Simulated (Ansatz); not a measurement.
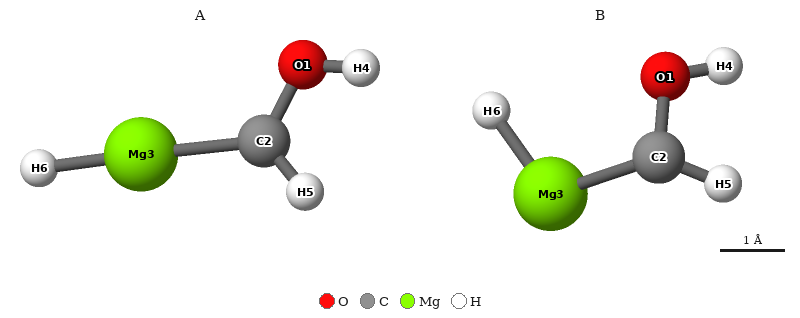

Two geometries of CH$_{3}$MgO (multiplicity 2), drawn at one scale. One is the start of a relaxation, the other its converged end. Style: ball-and-stick. Shown at a tilt.

Theory: UKS LDA/def2-SVP (Ansatz 0.2.0). Set-up: collinear spin; force threshold 0.015 eV/Å; at most 40 steps.

> Which of the two is the end point?

Structure A is the relaxed one. The run prepares an end point of a later path (torsion) calculation, from a guessed geometry. H6 moves most after the best rigid fit: 1.23 Å. Largest moves by element: H 1.23 Å, Mg 0.64 Å, O 0.62 Å, C 0.54 Å. Near-neighbour distances that change, for instance: C2–Mg3 2.086 → 2.053 Å, C2–H5 1.099 → 1.117 Å, O1–C2 1.374 → 1.356 Å, O1–H4 0.973 → 0.978 Å. Among the angles between lasting bonds that change: C2–Mg3–H6 113.5° → 178.5°, O1–C2–Mg3 97.7° → 120.1°, O1–C2–H5 105.0° → 113.3°. Over 9 geometry steps the energy falls by 19.4 kcal/mol. Largest force component: 0.99 eV/Å at the start, 0.014 eV/Å at the end. Cost: 14 s on 1 thread of Intel(R) Xeon(R) Processor @ 2.70GHz, on a shared host, peak memory 0.15 GiB.
